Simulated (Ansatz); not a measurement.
# B3LYP/6-31G(d) (spherical functions) run of C3H5F (allyl fluoride)

What is the vertical ionisation energy of C3H5F (allyl fluoride) at B3LYP/6-31G* (spherical functions)? 

The results are computed with Ansatz 0.2.0.

## 1. The molecule

The species is C3H5F (9 atoms), typed as a singlet with charge 0. SMILES: `C=CCF`. Geometry: relaxed at PBE0-D4/def2-TZVP.

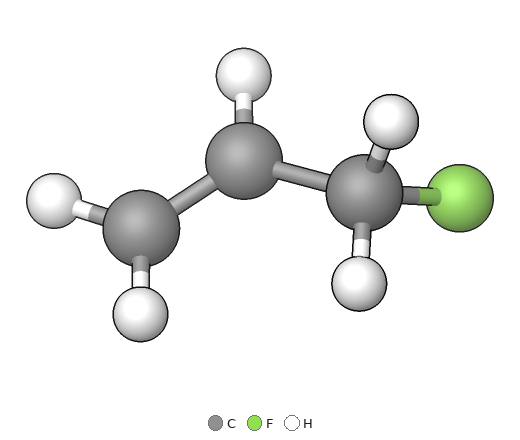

The structure, seen from a chosen angle (carbon grey, fluorine green, hydrogen white).

## 2. The energy at B3LYP/6-31G(d) (spherical functions)

Input file run.yaml:

```yaml
crystal:
  periodic: [false, false, false]
  atoms:
    - {symbol: C, position_ang: [-0.578000, 1.122500, -0.608000]}
    - {symbol: C, position_ang: [0.352500, 0.215400, -0.353400]}
    - {symbol: C, position_ang: [0.200500, -0.852800, 0.668500]}
    - {symbol: F, position_ang: [0.430500, -2.098200, 0.102300]}
    - {symbol: H, position_ang: [-0.422500, 1.909200, -1.336700]}
    - {symbol: H, position_ang: [-1.531700, 1.114000, -0.089100]}
    - {symbol: H, position_ang: [1.299800, 0.230700, -0.886500]}
    - {symbol: H, position_ang: [0.929800, -0.730800, 1.477200]}
    - {symbol: H, position_ang: [-0.806800, -0.852300, 1.094700]}
basis:
  gaussian:
    orbitals: 6-31G_st_-spherical.json
hamiltonian:
  xc: {name: B3LYP}
accuracy: high
output: {orbitals: {seedname: orbitals}}
```

The basis set 6-31G* is read from a file made from the Basis Set Exchange's data (not shown).

Started as:

```console
$ ansatz run run.yaml --threads 1 --pin off --max-ram 3480MiB --events-out events.jsonl --progress --plain --runs-dir runs
```

The log of the run:

```text
Warning: RAYON_NUM_THREADS=1 ignored (pool sized by the plan → 1); use --threads N
Functional definition: B3LYP
  name "B3LYP"
  parameter a0 = 0.2
  parameter ax = 0.72
  parameter ac = 0.81
  exchange = (1 - a0 - ax)*slater_x + ax*b88_x + a0*exact_x
  correlation = (1 - ac)*vwn_rpa_c + ac*lyp_c
1587 factors; integrals over basis functions are off by at most 3.4e-9 eV
mean field evaluation 1: about -5904.4106 eV, gradient 4.0e1 eV
mean field evaluation 2: about -5904.4943 eV, gradient 4.0e1 eV
mean field evaluation 4: about -5908.3212 eV, gradient 1.3e0 eV
mean field evaluation 8: about -5908.3142 eV, gradient 3.6e-2 eV
mean field evaluation 16: about -5908.3142 eV, gradient 6.2e-7 eV
mean field -5908.31422286 eV, -217.1265428911 hartree, gradient 2.0e-8 eV, S^2 0.000000; 0 other end points of the search recorded, 0 dependent functions left out
reference -5908.31425306 eV, -217.1265440006 hartree; 16, 16 occupied and 50, 50 virtual orbitals, 1587 factors
Total energy: -5908.31425306 eV, -217.1265440006 hartree
```

It took 3.6 s on 1 thread of Arm Neoverse V2, shared host; peak memory 0.19 GiB.

## 3. The doublet cation at the same level

Input file molecule.yaml:

```yaml
crystal:
  periodic: [false, false, false]
  atoms:
    - {symbol: C, position_ang: [-0.578000, 1.122500, -0.608000]}
    - {symbol: C, position_ang: [0.352500, 0.215400, -0.353400]}
    - {symbol: C, position_ang: [0.200500, -0.852800, 0.668500]}
    - {symbol: F, position_ang: [0.430500, -2.098200, 0.102300]}
    - {symbol: H, position_ang: [-0.422500, 1.909200, -1.336700]}
    - {symbol: H, position_ang: [-1.531700, 1.114000, -0.089100]}
    - {symbol: H, position_ang: [1.299800, 0.230700, -0.886500]}
    - {symbol: H, position_ang: [0.929800, -0.730800, 1.477200]}
    - {symbol: H, position_ang: [-0.806800, -0.852300, 1.094700]}
basis:
  gaussian:
    orbitals: 6-31G_st_-spherical.json
total_charge: 1
magnetization:
  spin_polarized: true
  initial_magnetization: 1
hamiltonian:
  xc: {name: B3LYP}
accuracy: high
output: {orbitals: {seedname: orbitals}}
```

The basis set 6-31G* is read from a file made from the Basis Set Exchange's data (not shown).

Started as:

```console
$ ansatz run molecule.yaml --threads 1 --pin off --max-ram 3480MiB --events-out events.jsonl --progress --plain --runs-dir runs
```

The log of the run (excerpt; [...] marks lines left out):

```text
Warning: RAYON_NUM_THREADS=1 ignored (pool sized by the plan → 1); use --threads N
[... 7 set-up lines as earlier in the session ...]
1586 factors; integrals over basis functions are off by at most 3.4e-9 eV
mean field evaluation 1: about -5891.2554 eV, gradient 4.1e1 eV
mean field evaluation 2: about -5874.6080 eV, gradient 7.5e1 eV
mean field evaluation 4: about -5897.7562 eV, gradient 5.0e0 eV
mean field evaluation 8: about -5898.0992 eV, gradient 2.0e-1 eV
mean field evaluation 16: about -5898.1000 eV, gradient 3.1e-3 eV
mean field evaluation 32: about -5898.1000 eV, gradient 8.6e-8 eV
mean field -5898.10000594 eV, -216.7511773427 hartree, gradient 8.6e-8 eV, S^2 0.752438; 2 other end points of the search recorded, 0 dependent functions left out
reference -5898.10003546 eV, -216.7511784273 hartree; 16, 15 occupied and 50, 51 virtual orbitals, 1586 factors
Total energy: -5898.10003546 eV, -216.7511784273 hartree
```

Run time: 9.3 s. Hardware: 1 thread of Arm Neoverse V2, shared host; peak memory 0.27 GiB.

## 4. Results

Level: B3LYP/6-31G* (spherical functions).

| quantity | value |
| --- | --- |
| singlet C3H5F: total energy | -217.12654 Eh |
| singlet C3H5F: HOMO energy | -7.46 eV |
| singlet C3H5F: LUMO energy | 0.11 eV |
| singlet C3H5F: HOMO–LUMO gap | 7.56 eV |
| doublet cation: total energy | -216.75118 Eh |
| doublet cation: HOMO energy (highest over α and β) | -15.20 eV |
| doublet cation: LUMO energy (lowest over α and β) | -12.92 eV |
| doublet cation: ⟨S²⟩ | 0.752 |
| vertical ionisation energy (to the doublet cation) | 10.214 eV |

What this shows: The vertical ionisation energy comes to 10.21 eV (986 kJ/mol). The negative HOMO energy of the first species, 7.46 eV, lies 2.76 eV below that difference.
